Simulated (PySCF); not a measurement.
Input

```
{"job": {"kind": "nmr", "xc": "PBE0", "basis": "pcSseg-1"}, "charge": 0, "multiplicity": 1}
C      3.645855     0.406369     0.231844
N      2.470820     0.000391     0.407772
C      1.982920    -1.155106    -0.253034
Si     0.686836    -0.552132    -1.564553
Si    -0.620650     1.008776    -0.461685
O      0.047391     1.272086     0.995014
C     -2.379120     0.386879    -0.169951
C     -2.989854     0.452579     1.199949
C     -2.611900    -0.869581     0.622413
H      3.957130     1.318586     0.718730
H      4.384938    -0.110118    -0.387042
H      1.455929    -1.761827     0.484778
H      2.780042    -1.761295    -0.703600
H      0.073493    -1.789245    -2.067284
H      1.499018    -0.019701    -2.669874
H     -0.720414     2.303556    -1.158873
H      0.969198     1.009480     1.128993
H     -3.068632     0.546046    -0.990671
H     -2.382673     0.847983     1.999131
H     -4.037977     0.699580     1.287521
H     -3.398214    -1.541756     0.309032
H     -1.754548    -1.376971     1.040540
```

Run with:

```sh
OMP_NUM_THREADS=1 python probes_run.py task.json out
```

Geometry: GFN2-xTB.

Method: PBE0/pcSseg-1, SCF density, gas phase, non-relativistic in PySCF.

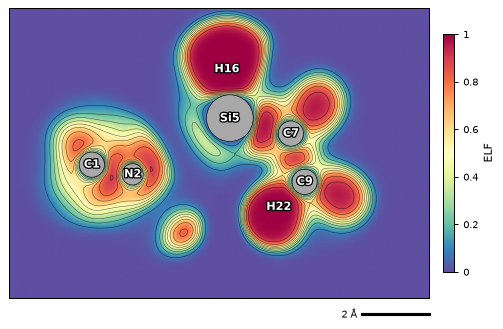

C5H13NOSi2. Electron localisation function on the plane of atoms C7, C9 and H22. Grey discs cover the atomic cores.

What do the fields say about this system?

Answer.
- Atoms in the plane: C, N, Si and H.
- C–N (1.26 Å): the ELF peaks at about 0.90 between the atoms (a short, multiple covalent bond).
- C–C (1.50 Å): the ELF peaks at about 0.85 between the atoms, as expected for a covalent bond.
- C–Si (1.89 Å): the ELF peaks at about 0.95 between the atoms: a covalent bond.
